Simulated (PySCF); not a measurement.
# C3H7FO2Si: magnetic properties

What do calculations give for the magnetic properties of C3H7FO2Si (`FC[SiH]1OCCO1`)?

Programs: PySCF 2.14.0, with routines of our own; each step states its level. All values are computed. Atoms count from 0.

### 1 The starting structure

14 atoms, charge 0, multiplicity 1; geometry from: GFN2-xTB.

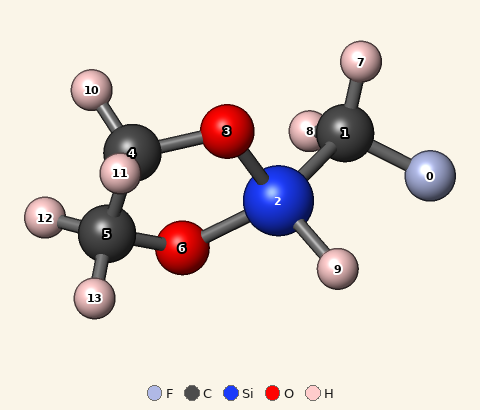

The starting geometry (fluorine light blue, carbon dark grey, silicon blue, oxygen red, hydrogen pink).

### 2 Magnetic properties: GIAO CAM-B3LYP/pcSseg-1

Job settings and geometry (Å):

```
{"job": {"kind": "mag", "xc": "CAM-B3LYP", "basis": "pcSseg-1", "isotopologues": 2}, "charge": 0, "multiplicity": 1}
F      3.235217    -1.011823    -0.376168
C      2.317085     0.016716    -0.426387
Si     0.631091    -0.619715     0.186808
O     -0.113915     0.450882     1.179015
C     -1.430192     0.712131     0.782643
C     -1.713676    -0.069187    -0.523505
O     -0.504795    -0.593354    -0.993254
H      2.717751     0.809245     0.208158
H      2.304051     0.363110    -1.461761
H      0.739310    -1.927447     0.819929
H     -1.532862     1.790067     0.631837
H     -2.109665     0.397615     1.578838
H     -2.134560     0.575660    -1.298106
H     -2.405518    -0.894373    -0.330213
```

Level: GIAO CAM-B3LYP/pcSseg-1 magnetisability, rotational g tensor and spin-rotation constants, non-relativistic, gas phase.

The run is started by

```bash
OMP_NUM_THREADS=1 python excited_run.py task.json out
```

The driver reads the jobs from task.json and runs them one after another.

Output:

```text
coarse grid: 12480 points
cycle   1  E = -657.9347793910  dE =  1.193e+00  |g| = 1.029e+00  |ddm| = 3.277e+00
cycle   2  E = -657.8337659770  dE =  1.010e-01  |g| = 1.320e+00  |ddm| = 1.454e+00
cycle   3  E = -658.1143354700  dE = -2.806e-01  |g| = 5.043e-02  |ddm| = 8.441e-01
cycle   4  E = -658.1148047273  dE = -4.693e-04  |g| = 1.962e-02  |ddm| = 5.437e-02
cycle   5  E = -658.1148644606  dE = -5.973e-05  |g| = 8.757e-03  |ddm| = 1.924e-02
cycle   6  E = -658.1148751126  dE = -1.065e-05  |g| = 1.808e-03  |ddm| = 5.601e-03
cycle   7  E = -658.1148756544  dE = -5.418e-07  |g| = 3.971e-04  |ddm| = 1.448e-03
final grid: 117176 points
cycle   8  E = -658.1915774545  dE = -2.499e-05  |g| = 5.262e-03  |ddm| = 1.106e-02
cycle   9  E = -658.1915761151  dE =  1.339e-06  |g| = 6.237e-03  |ddm| = 5.743e-03
cycle  10  E = -658.1915823444  dE = -6.229e-06  |g| = 4.360e-04  |ddm| = 2.947e-03
cycle  11  E = -658.1915823761  dE = -3.171e-08  |g| = 1.442e-04  |ddm| = 3.995e-04
cycle  12  E = -658.1915823805  dE = -4.339e-09  |g| = 3.167e-05  |ddm| = 1.389e-04
cycle  13  E = -658.1915823806  dE = -1.601e-10  |g| = 1.177e-05  |ddm| = 2.921e-05
converged SCF energy = -658.1915823806

Magnetisability tensor (1e-30 J/T^2)
    -1093.12       78.34       13.18
       78.34    -1064.43       36.44
       13.18       36.44     -930.69
isotropic -1029.41   principal values   -1159.20  -1014.70   -914.33
isotropic susceptibility -61.993 1e-6 cm^3/mol

Inertial axes            a          b          c
rot. const./GHz      5.5937     1.3221     1.1730
chi total           -67.653    -55.237    -63.087
chi diamagnetic    -314.836   -970.152  -1072.308
chi paramagnetic    247.183    914.914   1009.221
quadrupole/D A        1.543     -5.204      3.660
g nuclear            0.5982     0.5509     0.5422
g electronic        -0.6496    -0.5683    -0.5562
g total             -0.0514    -0.0174    -0.0140

Spin-rotation constants (kHz, H = +C I.J)
atom  isotope        aa         bb         cc
  0    19F        0.382     -0.502     -0.052
  7     1H       -0.572      0.053     -0.095
  8     1H       -0.591     -0.033     -0.013
  9     1H       -0.434     -0.133      0.057
 10     1H       -0.522     -0.106      0.030
 11     1H       -0.244     -0.098     -0.036
 12     1H       -0.458     -0.086     -0.000
 13     1H       -0.406     -0.103      0.004
  1    13C*       1.084      0.373      0.275
  2   29Si*      -3.720     -0.821     -0.791
  3    17O*      -0.699     -0.028     -0.093
  4    13C*       0.962      0.298      0.287
* in the singly substituted isotopologue

Isotopologues: g along a, b, c
2H    at 7,8,9,10,11,12    -0.0434    -0.0157    -0.0128
13C   at 1                 -0.0512    -0.0172    -0.0138
```

Run time: 49 s. Hardware: 1 thread of Arm Neoverse N1, shared host; peak memory 0.8 GiB.

In short:

| quantity | value |
| --- | --- |
| magnetisability | -1029·10⁻³⁰ J/T² |
| molar susceptibility | -62.0·10⁻⁶ cm³/mol |
| rotational g (a, b, c) | -0.0514, -0.0174, -0.0140 |

### 3 Summary of results

| quantity | value |
| --- | --- |
| magnetisability (step 2, GIAO CAM-B3LYP/pcSseg-1) | -1029·10⁻³⁰ J/T² |
| molar susceptibility (step 2, GIAO CAM-B3LYP/pcSseg-1) | -62.0·10⁻⁶ cm³/mol |
| rotational g (a, b, c) (step 2, GIAO CAM-B3LYP/pcSseg-1) | -0.0514, -0.0174, -0.0140 |

What this shows: The values above hold for this geometry and these levels alone. Vibrational averaging and real surroundings are missing from these values.
